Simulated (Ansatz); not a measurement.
# AlSiH$_{7}$O$_{2}$: nudged elastic band

- system: AlSiH$_{7}$O$_{2}$
- method: RKS revPBE/def2-SVP (Ansatz 0.2.0)

One setting was made poor on purpose. It belongs to a series of runs on one base structure; here: band between the two ends. Figures and captions count atoms from 1; the log counts them from 0 in places.

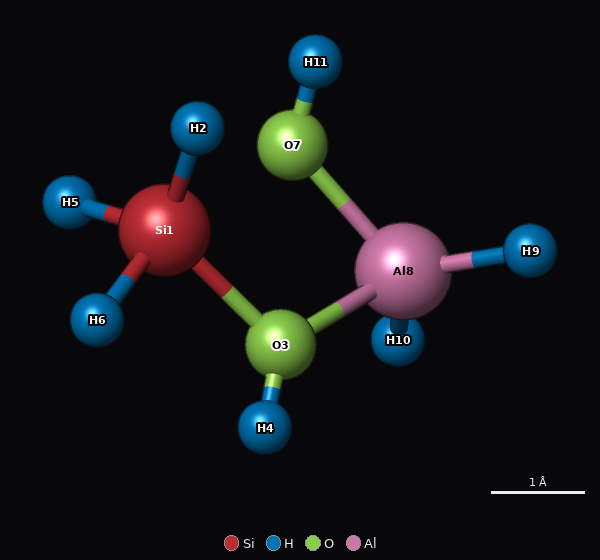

Fig. 1: The input geometry (ball-and-stick view, seen at a tilt; atoms are numbered from 1 in the order of the input). Sticks mark near contacts.

**Input**
```yaml
crystal:
  periodic: [false, false, false]
  atoms:
    - { symbol: Si, position_ang: [-0.021422, 0.065588, 0.113033] }
    - { symbol: H, position_ang: [-0.731357, -0.568197, 1.277422] }
    - { symbol: O, position_ang: [1.790461, -0.036608, 0.044239] }
    - { symbol: H, position_ang: [2.158232, -0.588276, -0.668922] }
    - { symbol: H, position_ang: [-0.676372, 1.252528, -0.525714] }
    - { symbol: H, position_ang: [-0.16324, -1.013012, -0.962407] }
    - { symbol: O, position_ang: [0.736709, 1.454383, 1.547643] }
    - { symbol: Al, position_ang: [2.540554, 1.155314, 1.37401] }
    - { symbol: H, position_ang: [3.175967, 0.322049, 2.59074] }
    - { symbol: H, position_ang: [3.355945, 2.302854, 0.611246] }
    - { symbol: H, position_ang: [0.266523, 1.450281, 2.39821] }
basis:
  gaussian: { orbitals: def2-SVP }
hamiltonian:
  xc: revpbe
neb:
  order_check: false
  images: 7
  f_tol: 0.05
  max_iterations: 60
  initial_path: linear
  final_atoms:
    - { symbol: Si, position_ang: [0.56051354, 0.08501486, -0.3051816] }
    - { symbol: H, position_ang: [-1.87395187, 1.20991201, 3.44067916] }
    - { symbol: O, position_ang: [2.26191151, 0.33047451, -0.76767366] }
    - { symbol: H, position_ang: [2.76601237, -0.31820646, -1.29313409] }
    - { symbol: H, position_ang: [-0.31421575, 0.90902288, -1.20080349] }
    - { symbol: H, position_ang: [0.25608962, -1.37883631, -0.46333823] }
    - { symbol: O, position_ang: [0.80706921, 0.6655326, 1.21155251] }
    - { symbol: Al, position_ang: [2.62224677, 0.93795119, 1.18996301] }
    - { symbol: H, position_ang: [3.5226159, -0.22872289, 1.82437339] }
    - { symbol: H, position_ang: [3.08827272, 2.46761029, 1.17797229] }
    - { symbol: H, position_ang: [-1.26456402, 1.11715132, 2.98509071] }
```

Hardware: 2 threads of Arm Neoverse V1, 24 GiB of memory available, shared host.

Run as:
```bash
ansatz run input.yaml --threads 2 --pin off --max-ram 3072MiB --backend cpu --events-out ev --progress --plain --runs-dir out
```

**Output**
```
Engine: ansatz 0.2.0, aarch64-unknown-linux-gnu
Functional definition: revPBE
  parameter kappa = 1.245
  parameter beta = 0.06672455060314922
  exchange = pbe_x(kappa = kappa, mu = beta*pi^2/3)
  correlation = pbe_c(beta = beta)
1081 factors; their error is unknown
mean field evaluation 1: about -18664.3667 eV, gradient 6.8e1 eV
mean field evaluation 2: about -18633.2830 eV, gradient 1.4e2 eV
mean field evaluation 4: about -18672.6271 eV, gradient 8.5e0 eV
mean field evaluation 8: about -18672.7606 eV, gradient 3.3e-1 eV
mean field evaluation 16: about -18672.7014 eV, gradient 4.3e-5 eV
mean field -18672.70137046 eV, -686.2091185529 hartree, gradient 4.3e-5 eV, S^2 0.000000; 0 other end points of the search recorded, 0 dependent functions left out
the calculation of the forces begins
reference -18672.70142532 eV, -686.2091205688 hartree; 25, 25 occupied and 74, 74 virtual orbitals, 1081 factors
1081 factors; their error is unknown
mean field evaluation 32: about -18672.8890 eV, gradient 1.0e-4 eV
mean field -18672.88904020 eV, -686.2160152886 hartree, gradient 2.2e-5 eV, S^2 0.000000; 0 other end points of the search recorded, 0 dependent functions left out
[... from here on the field's lines of each further geometry are left out, up to the last ...]
NEB iter   1: max|band force component| = 4.128e0 eV/Å  barrier→ = 4.6473 eV  barrier← = 4.8350 eV  Δτ_max = 0.2000 Å  (236 SCF iters)
NEB iter   2: max|band force component| = 3.055e0 eV/Å  barrier→ = 3.4502 eV  barrier← = 3.6379 eV  Δτ_max = 0.2000 Å  (207 SCF iters)
NEB iter   3: max|band force component| = 4.572e0 eV/Å  barrier→ = 2.4820 eV  barrier← = 2.6697 eV  Δτ_max = 0.0990 Å  (200 SCF iters)
NEB iter   4: max|band force component| = 1.475e0 eV/Å  barrier→ = 2.1517 eV  barrier← = 2.3393 eV  Δτ_max = 0.1818 Å  (195 SCF iters)
NEB iter   5: max|band force component| = 1.449e0 eV/Å  barrier→ = 1.8380 eV  barrier← = 2.0257 eV  Δτ_max = 0.2000 Å  (193 SCF iters)
NEB iter   6: max|band force component| = 1.216e0 eV/Å  barrier→ = 1.3435 eV  barrier← = 1.5311 eV  Δτ_max = 0.2000 Å  (191 SCF iters)
NEB iter   7: max|band force component| = 6.361e-1 eV/Å  barrier→ = 1.0136 eV  barrier← = 1.2013 eV  Δτ_max = 0.2000 Å  (193 SCF iters)
NEB iter   8: max|band force component| = 9.502e-1 eV/Å  barrier→ = 0.9006 eV  barrier← = 1.0882 eV  CI = image 3  Δτ_max = 0.2000 Å  (191 SCF iters)
NEB iter   9: max|band force component| = 2.649e0 eV/Å  barrier→ = 1.3304 eV  barrier← = 1.5181 eV  CI = image 3  Δτ_max = 0.0994 Å  (192 SCF iters)
NEB iter  10: max|band force component| = 1.238e0 eV/Å  barrier→ = 1.1600 eV  barrier← = 1.3477 eV  CI = image 3  Δτ_max = 0.1158 Å  (195 SCF iters)
NEB iter  11: max|band force component| = 3.867e-1 eV/Å  barrier→ = 1.0500 eV  barrier← = 1.2377 eV  CI = image 3  Δτ_max = 0.0998 Å  (183 SCF iters)
NEB iter  12: max|band force component| = 3.499e-1 eV/Å  barrier→ = 1.0503 eV  barrier← = 1.2379 eV  CI = image 3  Δτ_max = 0.0679 Å  (190 SCF iters)
NEB iter  13: max|band force component| = 2.137e-1 eV/Å  barrier→ = 1.0288 eV  barrier← = 1.2164 eV  CI = image 3  Δτ_max = 0.0569 Å  (186 SCF iters)
NEB iter  14: max|band force component| = 2.413e-1 eV/Å  barrier→ = 1.0221 eV  barrier← = 1.2097 eV  CI = image 3  Δτ_max = 0.0285 Å  (193 SCF iters)
NEB iter  15: max|band force component| = 1.269e-1 eV/Å  barrier→ = 1.0196 eV  barrier← = 1.2072 eV  CI = image 3  Δτ_max = 0.0570 Å  (197 SCF iters)
NEB iter  16: max|band force component| = 1.283e-1 eV/Å  barrier→ = 1.0190 eV  barrier← = 1.2067 eV  CI = image 3  Δτ_max = 0.0285 Å  (197 SCF iters)
the calculation of the forces begins
reference -18672.88581000 eV, -686.2158965808 hartree; 25, 25 occupied and 74, 74 virtual orbitals, 1081 factors
1081 factors; their error is unknown
mean field evaluation 1056: about -18671.7155 eV, gradient 3.3e0 eV
mean field -18671.68261042 eV, -686.1716798121 hartree, gradient 1.7e-5 eV, S^2 0.000000; 1 other end points of the search recorded, 0 dependent functions left out
the calculation of the forces begins
reference -18671.68266525 eV, -686.1716818270 hartree; 25, 25 occupied and 74, 74 virtual orbitals, 1081 factors
NEB iter  17: max|band force component| = 3.412e-2 eV/Å  barrier→ = 1.0188 eV  barrier← = 1.2064 eV  CI = image 3  Δτ_max = 0.0000 Å  (367 SCF iters)
```

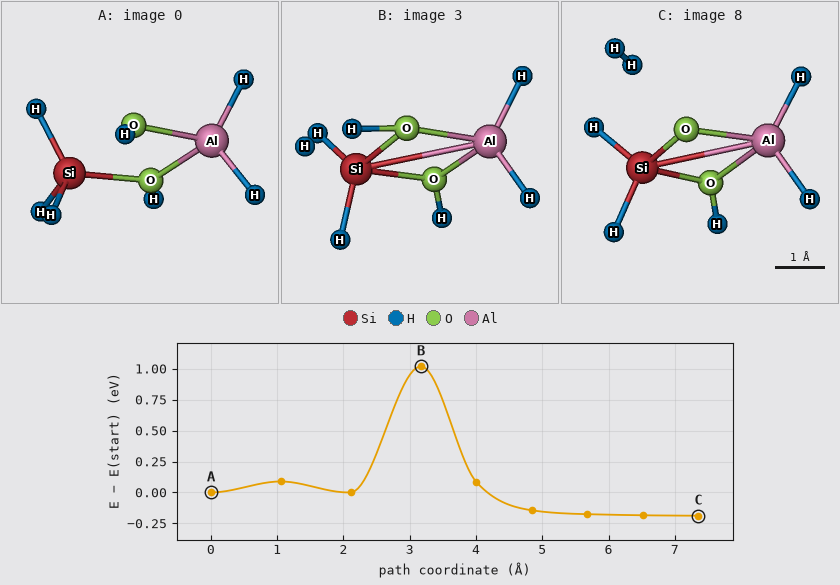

Fig. 2: Images of the last band (counted from 0; ball-and-stick, seen at a tilt) above the energy along the path; the line is a cubic interpolation that uses the forces. The highest image is number 3, 1.019 eV above the start and 1.206 eV above the end (the climbing image); the end lies 0.188 eV below the start. The path is 7.35 Å long. The band converged in 17 iterations.

```
Total energy: -18671.68266525 eV, -686.1716818270 hartree
Atom 0 at     0.133655     0.262331     0.281800 Å, force    -0.005625    -0.006399    -0.000868 eV/Å
Atom 1 at    -1.192025     0.353612     1.445249 Å, force     0.007800     0.005389    -0.009049 eV/Å
Atom 2 at     1.896873     0.412445    -0.368403 Å, force     0.007193    -0.009838     0.000812 eV/Å
Atom 3 at     2.252213    -0.246258    -0.989261 Å, force    -0.002976     0.004499    -0.001148 eV/Å
Atom 4 at    -0.568333     1.101733    -0.736354 Å, force    -0.006142     0.005685    -0.000401 eV/Å
Atom 5 at    -0.014543    -1.220648     0.127128 Å, force    -0.002838    -0.006134    -0.002556 eV/Å
Atom 6 at     0.840609     0.981947     1.706984 Å, force     0.012583    -0.005417     0.011175 eV/Å
Atom 7 at     2.672676     1.033495     1.286790 Å, force    -0.000033     0.002899    -0.008194 eV/Å
Atom 8 at     3.516988    -0.160022     1.946916 Å, force     0.000665     0.003994     0.003657 eV/Å
Atom 9 at     3.235329     2.522253     1.138511 Å, force    -0.002982     0.001151     0.002934 eV/Å
Atom 10 at    -0.341443     0.756016     1.960139 Å, force    -0.007645     0.004171     0.003639 eV/Å
Dipole moment:    -0.140418    -0.324317    -0.432279 e Å
this run last wrote the band of iteration 17 to [file]
```

**The last band as extended XYZ (Å, eV, eV/Å)**
```
11
Properties=species:S:1:pos:R:3:forces:R:3 image=0 energy=-18672.70137
Si   -0.0214    0.0656    0.1130    0.0022  -0.0045   0.0018
H    -0.7314   -0.5682    1.2774    0.0017   0.0016  -0.0017
O     1.7905   -0.0366    0.0442   -0.0009   0.0021   0.0031
H     2.1582   -0.5883   -0.6689   -0.0007   0.0015   0.0025
H    -0.6764    1.2525   -0.5257   -0.0021   0.0017  -0.0005
H    -0.1632   -1.0130   -0.9624   -0.0003   0.0006  -0.0010
O     0.7367    1.4544    1.5476   -0.0019  -0.0012  -0.0011
Al    2.5406    1.1553    1.3740    0.0021  -0.0033  -0.0050
H     3.1760    0.3220    2.5907    0.0018  -0.0017   0.0014
H     3.3559    2.3029    0.6112   -0.0004   0.0011   0.0003
H     0.2665    1.4503    2.3982   -0.0016   0.0021   0.0001
11
Properties=species:S:1:pos:R:3:forces:R:3 image=1 energy=-18672.61246
Si   -0.0451    0.1301    0.2103    0.0022  -0.0015  -0.0053
H    -1.1669   -0.1813    1.1984    0.0032  -0.0032  -0.0100
O     1.8551    0.1464   -0.1220    0.0009   0.0076  -0.0075
H     2.1915   -0.4664   -0.7957   -0.0052  -0.0083   0.0044
H    -0.5273    1.2084   -0.7133    0.0001   0.0002  -0.0024
H    -0.0654   -1.1927   -0.5484   -0.0072  -0.0046   0.0041
O     0.7612    1.1416    1.6270    0.0036   0.0078   0.0068
Al    2.6177    1.0964    1.3067   -0.0048   0.0027   0.0096
H     3.3790    0.1463    2.3519    0.0035  -0.0020  -0.0039
H     3.2099    2.5132    0.8575   -0.0029   0.0016   0.0023
H     0.2224    1.2549    2.4271    0.0067  -0.0003   0.0018
11
Properties=species:S:1:pos:R:3:forces:R:3 image=2 energy=-18672.70030
Si   -0.1277    0.1872    0.2763   -0.0104  -0.0139  -0.0124
H    -1.4284    0.1862    1.0824   -0.0138  -0.0099  -0.0131
O     1.8991    0.4080   -0.3390   -0.0026   0.0015  -0.0013
H     2.2466   -0.3197   -0.8810    0.0006  -0.0046   0.0070
H    -0.4652    1.0772   -0.8817    0.0028   0.0002  -0.0014
H     0.0555   -1.2770   -0.0145   -0.0004   0.0092  -0.0081
O     0.7786    0.9045    1.6744    0.0033  -0.0041   0.0077
Al    2.6575    1.0186    1.2189   -0.0045  -0.0014  -0.0029
H     3.4980   -0.0971    2.0114    0.0006   0.0016   0.0014
H     3.0887    2.5604    1.2123   -0.0053   0.0014   0.0018
H     0.2293    1.1486    2.4401    0.0297   0.0201   0.0213
11
Properties=species:S:1:pos:R:3:forces:R:3 image=3 energy=-18671.68261
Si    0.1337    0.2623    0.2818   -0.0056  -0.0064  -0.0009
H    -1.1920    0.3536    1.4452    0.0078   0.0054  -0.0090
O     1.8969    0.4124   -0.3684    0.0072  -0.0098   0.0008
H     2.2522   -0.2463   -0.9893   -0.0030   0.0045  -0.0011
H    -0.5683    1.1017   -0.7364   -0.0061   0.0057  -0.0004
H    -0.0145   -1.2206    0.1271   -0.0028  -0.0061  -0.0026
O     0.8406    0.9819    1.7070    0.0126  -0.0054   0.0112
Al    2.6727    1.0335    1.2868    0.0000   0.0029  -0.0082
H     3.5170   -0.1600    1.9469    0.0007   0.0040   0.0037
H     3.2353    2.5223    1.1385   -0.0030   0.0012   0.0029
H    -0.3414    0.7560    1.9601   -0.0076   0.0042   0.0036
11
Properties=species:S:1:pos:R:3:forces:R:3 image=4 energy=-18672.61731
Si    0.3731    0.3129    0.2522    0.1778   0.0196  -0.0359
H    -1.5148    0.3428    1.7150   -0.2483  -0.0089   0.1567
O     1.9863    0.3923   -0.5159    0.1187  -0.0054  -0.0954
H     2.3136   -0.3123   -1.1012    0.0519  -0.0528  -0.0695
H    -0.5673    1.1085   -0.6042    0.0285   0.0138   0.0762
H    -0.0015   -1.1457    0.2333    0.0143   0.0707   0.0491
O     0.9857    1.0027    1.6257    0.0867   0.0127  -0.0592
Al    2.7686    1.0660    1.2492    0.0597   0.0125  -0.0187
H     3.6265   -0.1532    1.8427    0.0634   0.0072  -0.0288
H     3.3465    2.5408    1.0475    0.0787   0.0154  -0.0245
H    -0.8847    0.6421    2.0552   -0.4313  -0.0849   0.0500
11
Properties=species:S:1:pos:R:3:forces:R:3 image=5 energy=-18672.84564
Si    0.4835    0.3173    0.1783    0.0101   0.0016  -0.0058
H    -1.9586    0.3577    2.0893   -0.0502  -0.0002   0.0305
O     2.0736    0.3828   -0.6271    0.0175  -0.0120  -0.0015
H     2.4045   -0.3577   -1.1683    0.0149  -0.0002  -0.0130
H    -0.4895    1.1475   -0.6016    0.0117   0.0052  -0.0042
H     0.0599   -1.1248    0.1961    0.0078   0.0015  -0.0073
O     1.0767    0.9757    1.5630    0.0090  -0.0022  -0.0161
Al    2.8635    1.0657    1.1687    0.0069   0.0068   0.0121
H     3.7633   -0.1492    1.7080    0.0118   0.0011  -0.0128
H     3.4469    2.5391    0.9561    0.0100   0.0006  -0.0108
H    -1.2917    0.6426    2.3369   -0.0496  -0.0022   0.0290
11
Properties=species:S:1:pos:R:3:forces:R:3 image=6 energy=-18672.87696
Si    0.5403    0.2889    0.0157    0.0073  -0.0121  -0.0133
H    -2.1928    0.5282    2.6596   -0.0038   0.0037   0.0081
O     2.1654    0.3736   -0.7076    0.0012   0.0056   0.0030
H     2.5317   -0.3339   -1.2700   -0.0061  -0.0004   0.0021
H    -0.3932    1.1510   -0.7791    0.0012  -0.0005  -0.0008
H     0.1039   -1.1490   -0.0240   -0.0008  -0.0013  -0.0071
O     1.0601    0.8993    1.4494    0.0061   0.0063   0.0054
Al    2.8648    1.0176    1.1445    0.0014  -0.0098  -0.0341
H     3.7597   -0.2040    1.6758   -0.0006   0.0075   0.0144
H     3.4450    2.4984    0.9761   -0.0019   0.0005   0.0156
H    -1.4529    0.7268    2.6591   -0.0040   0.0005   0.0066
11
Properties=species:S:1:pos:R:3:forces:R:3 image=7 energy=-18672.88575
Si    0.5511    0.2640   -0.1911   -0.0032  -0.0012   0.0011
H    -2.0843    0.7456    3.1571    0.0005   0.0020   0.0047
O     2.2399    0.3535   -0.7485    0.0041   0.0036   0.0022
H     2.6555   -0.3442   -1.2883    0.0005  -0.0003  -0.0003
H    -0.2966    1.1492   -1.0539    0.0013  -0.0013  -0.0020
H     0.1135   -1.1696   -0.3059    0.0010  -0.0011  -0.0033
O     0.9296    0.8412    1.2995   -0.0014  -0.0027  -0.0040
Al    2.7571    0.9583    1.1739   -0.0016   0.0009   0.0051
H     3.5915   -0.2718    1.7782   -0.0005  -0.0011  -0.0026
H     3.3505    2.4414    1.1010   -0.0014  -0.0002  -0.0011
H    -1.3757    0.8292    2.8775    0.0006   0.0016   0.0001
11
Properties=species:S:1:pos:R:3:forces:R:3 image=8 energy=-18672.88904
Si    0.5658    0.1464   -0.3326   -0.0159  -0.0005   0.0076
H    -1.8969    1.1372    3.4326   -0.0017   0.0012   0.0018
O     2.2778    0.3795   -0.7611    0.0207   0.0004   0.0064
H     2.7762   -0.2530   -1.3112   -0.0029   0.0002  -0.0011
H    -0.2803    1.0304   -1.1980   -0.0003  -0.0003  -0.0016
H     0.2349   -1.3016   -0.5659    0.0021   0.0013  -0.0011
O     0.8030    0.6475    1.2136   -0.0042  -0.0056  -0.0067
Al    2.6233    0.8838    1.2282   -0.0033   0.0103   0.0163
H     3.4920   -0.3302    1.8163    0.0017  -0.0035  -0.0111
H     3.1194    2.4025    1.2968    0.0023  -0.0026  -0.0082
H    -1.2833    1.0544    2.9807    0.0015  -0.0008  -0.0022
```

**Summary**

```json
{"quantity": "outcome", "value": "converged"}
{"quantity": "barrier, forward", "value": "1.019 eV"}
{"quantity": "barrier, backward", "value": "1.206 eV"}
{"quantity": "wall time", "value": "3.6 min (CPU time 7.1 min)"}
{"quantity": "peak memory", "value": "0.13 GiB"}
```

A deliberately poor setting: straight start. The order of the saddle point was not checked.
